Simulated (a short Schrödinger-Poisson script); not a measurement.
Structure: MOS inversion layer, SiO2 on p-type Si(110), at 300 K.

```tsv
layer	material	thickness (nm)	Na (cm⁻³)
1	SiO2	2.3	-
2	Si	910	2.2e17
```

The device is made up for the run: typed textbook-type constants, with dimensions and the other settings drawn at random. SiO2: permittivity 3.9, conduction-band edge (eV) 3.15, gap (eV) 9, electron mass (mₑ) 0.5. Si: permittivity 11.7, conduction-band edge (eV) 0, gap (eV) 1.124, Nv at 300 K (cm⁻³) 3.1e19.

Channel valleys (confinement mass, in-plane density-of-states mass, number): Δ4 0.315, 0.324, 4; Δ2 0.19, 0.417, 2. At the gate the conduction-band edge of layer 1 lies 3.6 eV − eVg above the Fermi level of the channel; the field vanishes at the back. Gaps are held at their typed values at every temperature. Mesh 0.03 nm at interfaces.

From a short Schrödinger-Poisson script (our own, NumPy): 1D Poisson equation in equilibrium, electrons quantum, Hartree (BenDaniel-Duke, 12 states a valley, the channel's in-plane mass for all, wave functions ending at the dielectric), parabolic valleys, classical holes, full ionisation, no traps, pinning or gate leakage.

Only gate voltages with over 1e8 electrons/cm² are shown.

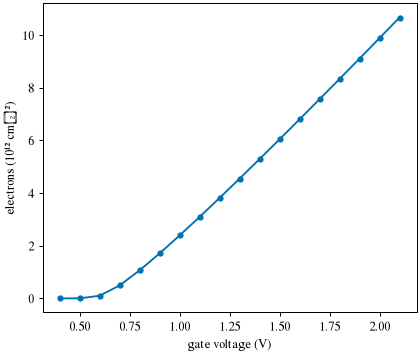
Sheet density against gate voltage

```tsv
Vg (V)	electrons (cm⁻²)	C (μF/cm²)	Δ4 E0 (meV)	Δ4 E1 (meV)	Δ2 E0 (meV)	Δ2 E1 (meV)
0.4	1.95e8	0.141	298.7	365.0	315.1	392.9
0.6	1.03e11	0.463	135.8	207.8	153.7	238.0
0.8	1.07e12	1.00	73.7	153.0	94.5	184.9
1	2.39e12	1.12	51.0	137.7	75.0	170.6
1.2	3.82e12	1.17	37.2	130.5	64.2	164.3
1.4	5.29e12	1.20	27.0	126.5	57.0	160.9
1.6	6.80e12	1.22	18.9	124.0	51.6	158.9
1.8	8.33e12	1.24	11.9	122.4	47.3	157.7
2	9.89e12	1.25	5.9	121.3	43.8	157.0
```

Subbands count from the Fermi level.
